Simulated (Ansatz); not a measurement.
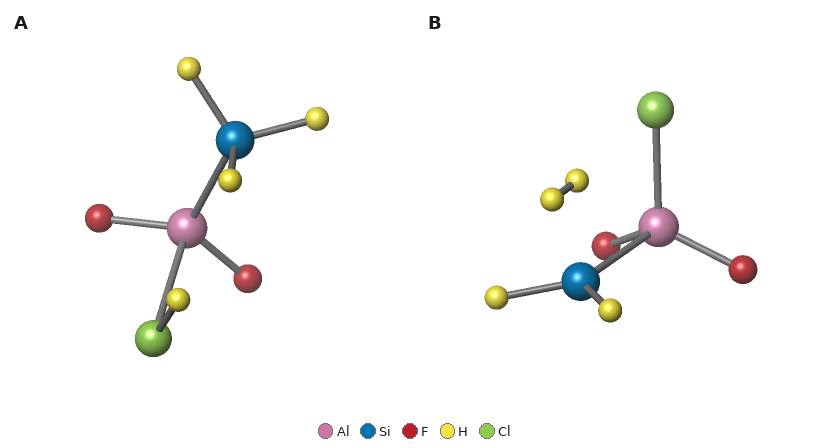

2 stationary structures of one formula. Geometries: PBE0-D4/def2-TZVP. Electronic energies: PBE0-D4/def2-TZVP (Ansatz 0.2.0), without zero-point energy. Each is one conformer, not always the lowest.

**Which is lowest in energy, and by how much?**

A is lowest (a saddle point of order 1); B lies 0.121 eV above it (a minimum).

Give E(B) − E(A) in eV at these levels too: SPW92 (LDA)/def2-TZVPP; PBE0-D4/def2-SVP; RHF/STO-3G; RHF-MP2 (frozen core)/def2-QZVPP; B3LYP-D4/def2-TZVPP; PBE0-D4/def2-TZVPP; BHLYP-D4/def2-TZVPP; CAM-B3LYP-D4/def2-TZVPP.

| level | E(B) − E(A) (eV) |
| --- | --- |
| SPW92 (LDA)/def2-TZVPP | +0.082 |
| PBE0-D4/def2-SVP | −0.102 |
| RHF/STO-3G | +0.227 |
| RHF-MP2 (frozen core)/def2-QZVPP | +0.077 |
| B3LYP-D4/def2-TZVPP | +0.119 |
| PBE0-D4/def2-TZVPP | +0.135 |
| BHLYP-D4/def2-TZVPP | +0.137 |
| CAM-B3LYP-D4/def2-TZVPP | +0.149 |
